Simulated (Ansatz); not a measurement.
**ClF₂GeHO···H₂: density, localisation and related maps**

```tsv
atom	x (Å)	y (Å)	z (Å)
Ge	0.2273	0.6866	-0.6279
H	0.0955	-0.1859	2.5792
F	1.4905	-0.2007	-1.3725
Cl	-0.9091	1.6458	-2.1143
F	-0.7133	-0.4927	0.2007
O	0.8451	1.8239	0.5263
H	0.9280	1.4333	1.4071
H	0.5189	0.0805	3.1539
```

Computed with RKS PBE0-D4/def2-SVP (Ansatz).

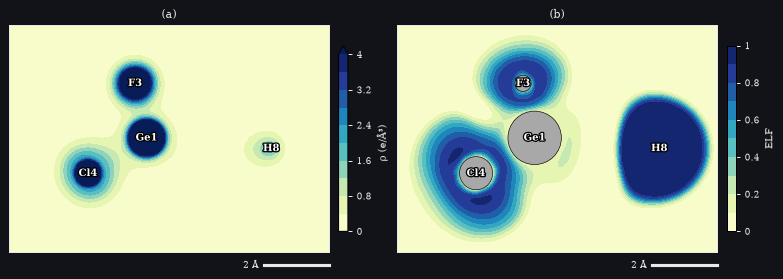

Figure 1. (a) total electron density; (b) ELF on the plane of atoms F3, Ge1 and Cl4. Grey discs cover the atomic cores in the ELF map.

Q: Interpret the plot.

A:
- The section cuts through Ge, F, Cl and H sites.
- Ge–F (1.71 Å): ρ is about 0.97 e/Å³ halfway; the ELF peaks at about 0.80 in the valence shell of F, 0.5 Å from its nucleus, and is about 0.25 at the midpoint.
- Ge–Cl (2.10 Å): the density is about 0.81 e/Å³ at the midpoint; the ELF peaks at about 0.85 in the valence shell of Cl, 0.8 Å from its nucleus, and is about 0.65 at the midpoint.
- The ELF also peaks beside Cl4 and F3, away from the bonds: lone-pair regions.

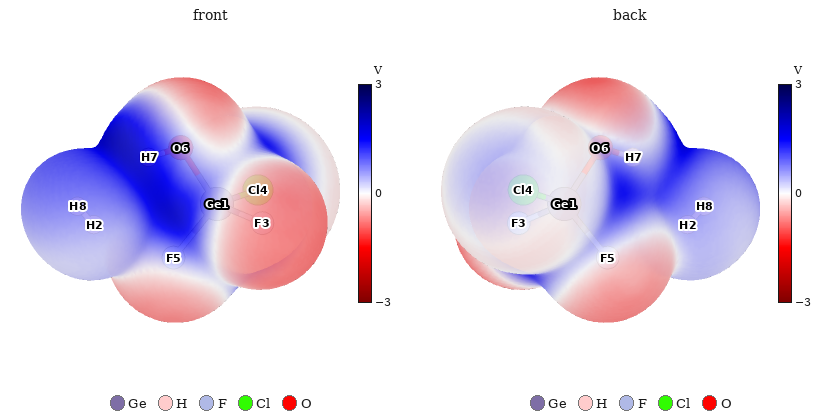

Figure 2. The molecular electrostatic potential painted on the density surface at 0.001 e/bohr³, seen from the front and from behind; the colour scale runs from red (negative) to blue (positive).

Q: Which sites attract a positive test charge, and which a negative one?

A: A positive charge is drawn to the negative regions and a negative charge to the positive ones. The most negative region (about −0.9 V) lies over O6, the most positive (about +2.0 V) over H7. Cl4 shows a σ-hole: about +0.4 V at the tip opposite its bond, against about −0.1 V on its flanks.

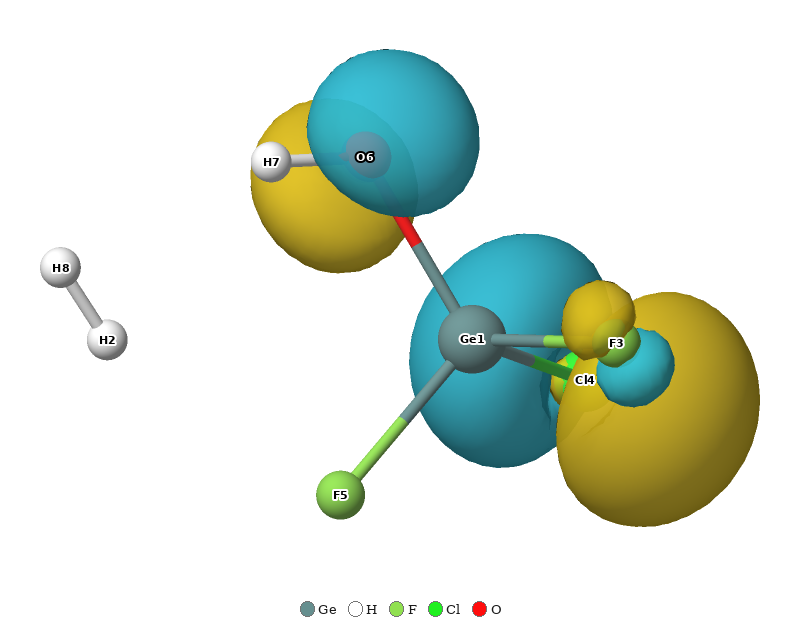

Figure 3. One frontier orbital at ±0.15 Å⁻³ᐟ² (yellow and cyan are the two phases), seen at a tilt.

Q: Which orbital is it: HOMO or LUMO?

A: The HOMO, at −9.95 eV. By Hirshfeld shares it lies mainly on Cl4 (about 60 %) and O6 (about 30 %).

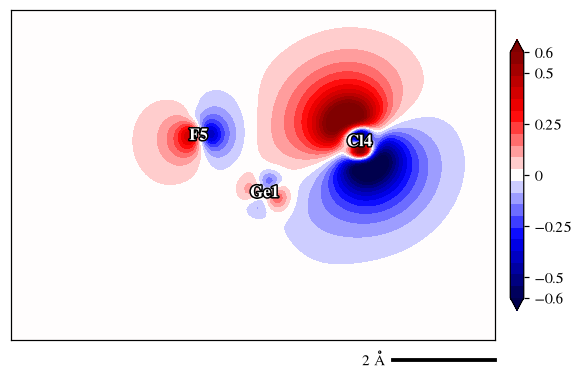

Figure 4. The HOMO−1 on the plane of atoms Cl4, Ge1 and F5 (values in Å⁻³ᐟ²; the overall sign is arbitrary).

Q: Describe this orbital and give its energy.

A: Its weight (Hirshfeld) is mainly on Cl4 (about 90 %) and Ge1 (about 5 %); largely a lone pair of Cl4. Its energy is −10.12 eV.
